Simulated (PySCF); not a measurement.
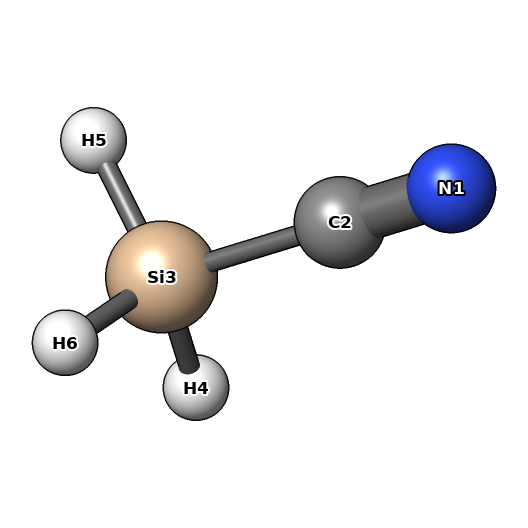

The thickness of each stick grows with its Mayer bond order. The geometry was computed by an optimisation with PBE0-D3(BJ)/def2-SVP. No frequency run is at hand to confirm it as a minimum. Level of theory: PBE0/pcSseg-3 (PySCF 2.14.0).

### Which bond has the highest Mayer bond order?

N1–C2, 2.89, at a length of 1.159 Å.

List the Mayer bond orders of N1–C2, C2–Si3, Si3–H4 (one bond of each equivalent set).

```json
{"bond": "N1–C2", "Mayer order": "2.89", "length (Å)": "1.159"}
{"bond": "C2–Si3", "Mayer order": "0.94", "length (Å)": "1.858"}
{"bond": "Si3–H4", "Mayer order": "0.96", "length (Å)": "1.487"}
```
